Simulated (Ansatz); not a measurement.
## Electronic structure of Cl4H2OW···HBr in real space

Input file:

```
crystal:
  periodic: [false, false, false]
  atoms:
    - { symbol: W, position_ang: [0.070767, 0.063426, -0.111795] }
    - { symbol: O, position_ang: [-0.18027, 0.198292, 1.765074] }
    - { symbol: H, position_ang: [-0.489068, -0.465978, 2.370224] }
    - { symbol: Cl, position_ang: [2.265484, -0.535721, -0.512479] }
    - { symbol: Cl, position_ang: [-0.551515, 2.24613, -0.276812] }
    - { symbol: H, position_ang: [-1.514901, -0.360755, -0.206139] }
    - { symbol: Cl, position_ang: [-0.231421, -2.283762, 0.298417] }
    - { symbol: Cl, position_ang: [-0.352975, -0.1886, -2.380277] }
    - { symbol: Br, position_ang: [2.378421, 2.231837, 1.964406] }
    - { symbol: H, position_ang: [1.159679, 1.724032, 2.648181] }
basis:
  gaussian: { orbitals: def2-SVP }
hamiltonian:
  xc: hf
relax:
  f_tol: 0.03
  max_steps: 50
output:
  orbitals: {}
```

Run with:

```sh
ansatz run input.yaml --threads 4 --pin off --max-ram 5120MiB --backend cpu --events-out ev --progress --plain --runs-dir out
```

The fields are those of the run's last geometry, not of the input's.

Core potentials replace the inner electrons of W.

Computed with Ansatz 0.2.0, RHF/def2-SVP.

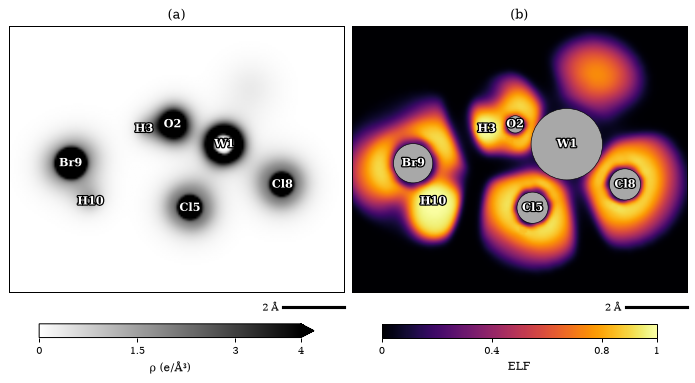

Figure 1. (a) electron density; (b) ELF on the plane of atoms O2, W1 and Cl5. Grey discs cover the atomic cores in the ELF map.

Q: Read the bonding off the picture.

A: Atoms in the plane: W, O, H, Cl and Br.
Br9···H3 (2.65 Å): the density falls to about 0.07 e/Å³ on the way; the ELF dips to about 0.05 between them (a non-bonded, intermolecular contact).
W–O (1.80 Å): ρ is about 1.3 e/Å³ halfway; the ELF peaks at about 0.80 in the valence shell of O, 0.5 Å from its nucleus, and drops to about 0.25 between the two atoms.
W–Cl (2.31 Å): ρ at the midpoint is about 0.69 e/Å³; the ELF peaks at about 0.85 in the valence shell of Cl, 0.9 Å from its nucleus, and is about 0.45 at the midpoint.
O–H (0.95 Å): ρ at the midpoint is about 3.8 e/Å³; the ELF climbs to about 1 towards the hydrogen, as it does in any bond to H (an ordinary covalent bond to hydrogen).
W–Cl (2.36 Å): the density is about 0.64 e/Å³ at the midpoint; the ELF peaks at about 0.85 in the valence shell of Cl, 0.9 Å from its nucleus, and is about 0.45 at the midpoint.
The ELF also peaks beside Br9, away from the bonds: lone-pair regions.

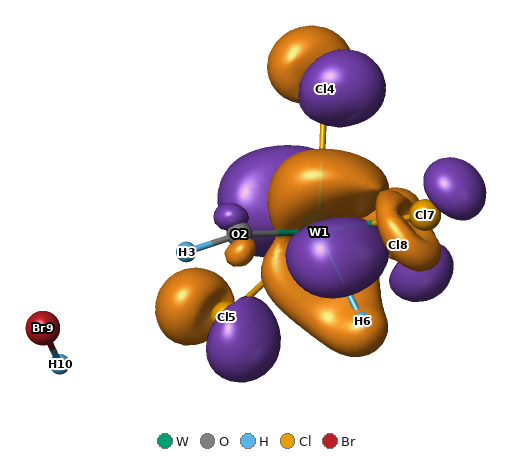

Figure 2. One frontier orbital at ±0.1 Å⁻³ᐟ² (orange and purple are the two phases), seen at an oblique angle.

Q: Which orbital is it: HOMO or LUMO?

A: The LUMO, at −1.26 eV. Its weight (Hirshfeld) is mainly on W1 (about 65 %), Cl4 (about 10 %) and Cl5 (about 10 %).

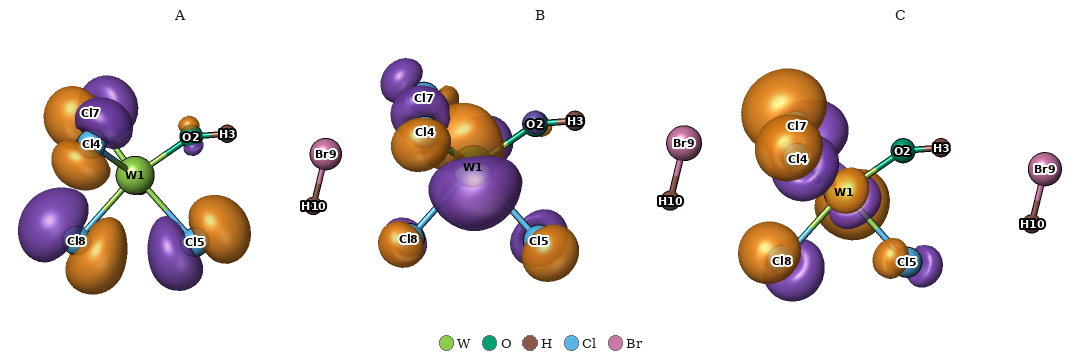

Figure 3. Three frontier orbitals at ±0.1 Å⁻³ᐟ² (orange and purple are the two phases), in no order.

Q: Order the three orbitals by energy and name them.

A: A is the HOMO−1 (−12.13 eV). Its weight (Hirshfeld) is mainly on Cl8 (about 40 %), Cl5 (about 25 %), Cl7 (about 15 %) and Cl4 (about 15 %); largely a combination of lone pairs on Cl8, Cl5, Cl7 and Cl4. C is the HOMO (−11.55 eV). It lies mainly on Cl7 (about 45 %), Cl4 (about 15 %), Cl8 (about 15 %), W1 (about 15 %) and H6 (about 10 %); largely a combination of lone pairs on Cl7, Cl4 and Cl8. B is the LUMO (−1.26 eV). By Hirshfeld shares it lies mainly on W1 (about 65 %), Cl4 (about 10 %) and Cl5 (about 10 %).

Q: What is the HOMO–LUMO gap?

A: 10.29 eV between the orbital energies.
